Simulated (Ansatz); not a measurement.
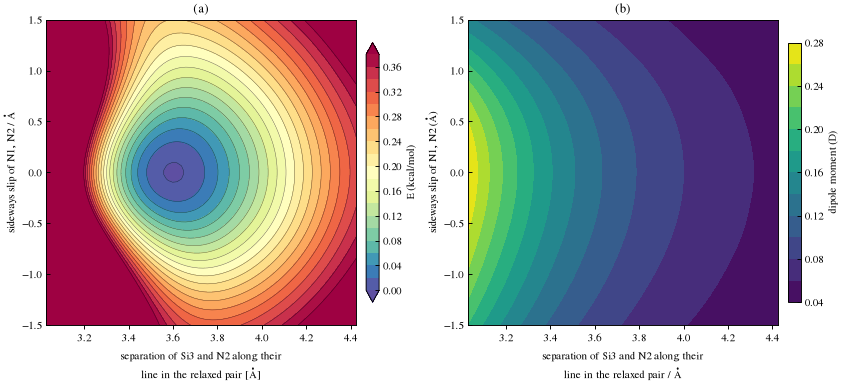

The pair N₂···H₄Si. Coordinates scanned: (1) separation of Si3 and N2 along their line in the relaxed pair; (2) sideways slip of N1, N2. Nothing is relaxed (both partners rigid). The scan uses an 11 × 11 grid. Points are written as (first, second). All energies are given in kcal/mol relative to the lowest grid point. Method: RKS PBE0-D4/def2-TZVPD in Ansatz 0.2.0.

Panel (a) is the energy; panel (b) is the computed dipole moment, in D.

In the figure: filled contours, one colour for all values above the top of the scale. Between grid points the surface is interpolated.

How does the dipole moment vary over the map, and what is it at the lowest grid point?

Answer. Leaving out the highest fifth of the energies, it runs from 0.04 D at (4.426 Å, 1.5 Å) to 0.22 D at (3.173 Å, 0.0 Å). At the lowest grid point, (3.557 Å, 0.0 Å), it is 0.13 D.

```
second ↓, first →  3.026  3.082  3.173  3.286  3.414  3.557  3.711  3.876  4.051  4.234  4.426
              1.5   0.14   0.14   0.12   0.11   0.10   0.08   0.07   0.06   0.05   0.05   0.04
              1.2   0.18   0.17   0.15   0.13   0.11   0.10   0.08   0.07   0.06   0.05   0.05
              0.9   0.22   0.20   0.18   0.16   0.13   0.11   0.09   0.08   0.07   0.06   0.05
              0.6   0.25   0.23   0.20   0.17   0.15   0.12   0.10   0.09   0.07   0.06   0.05
              0.3   0.27   0.25   0.22   0.19   0.16   0.13   0.11   0.09   0.08   0.06   0.05
              0.0   0.28   0.26   0.22   0.19   0.16   0.13   0.11   0.09   0.08   0.06   0.06
             −0.3   0.27   0.25   0.22   0.19   0.16   0.13   0.11   0.09   0.08   0.06   0.05
             −0.6   0.26   0.24   0.21   0.18   0.15   0.12   0.10   0.09   0.07   0.06   0.05
             −0.9   0.24   0.22   0.20   0.17   0.14   0.12   0.10   0.08   0.07   0.06   0.05
             −1.2   0.22   0.20   0.18   0.15   0.13   0.11   0.09   0.07   0.06   0.05   0.05
             −1.5   0.20   0.18   0.16   0.14   0.11   0.10   0.08   0.07   0.06   0.05   0.04
```
